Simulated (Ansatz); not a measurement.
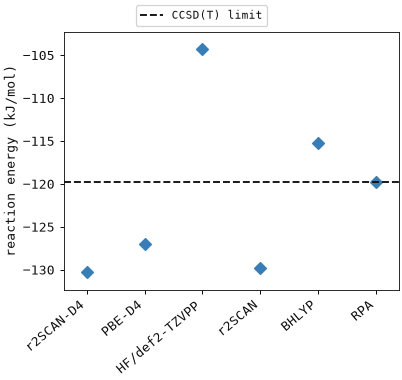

Electronic reaction energy of GaBH₃OF ([BH2][Ga]([OH])[F]) + AlNH₃Cl ([NH2][AlH][Cl]) → AlBNH₄Cl (B[NH][AlH][Cl]) + GaH₂OF ([OH][GaH][F]) (SMILES in brackets) at several levels (functionals in def2-TZVPP unless a basis is named), isolated molecules at PBE0-D4 triple-zeta geometries, minima by their frequencies, no zero-point or thermal terms, the Ansatz code 0.2.0. The line is frozen-core CCSD(T) at the basis limit (MP2 extrapolated from triple and quadruple zeta, plus CCSD(T) less MP2 in a smaller set). RPA holds a correlation term that converges slowly with the basis, so part of the distance to the limit is basis error. No dispersion term is added to r2SCAN and BHLYP.

Q: What range do the values span, the line included?

A: From −130.3 kJ/mol (r2SCAN-D4) to −104.3 kJ/mol (HF/def2-TZVPP).

Q: Give the values.

A:
```csv
level,kJ/mol,less CCSD(T) limit
r2SCAN-D4,−130.3,−10.5
PBE-D4,−127.0,−7.3
HF/def2-TZVPP,−104.3,15.4
r2SCAN,−129.8,−10.1
BHLYP,−115.2,4.6
RPA,−119.8,0.0
CCSD(T) limit,−119.8,0.0
```

Known limits of this run: no scalar relativity up to krypton; outer-core shells are correlated without core-valence functions, which makes the correlated values less sure; one conformer of each flexible molecule.
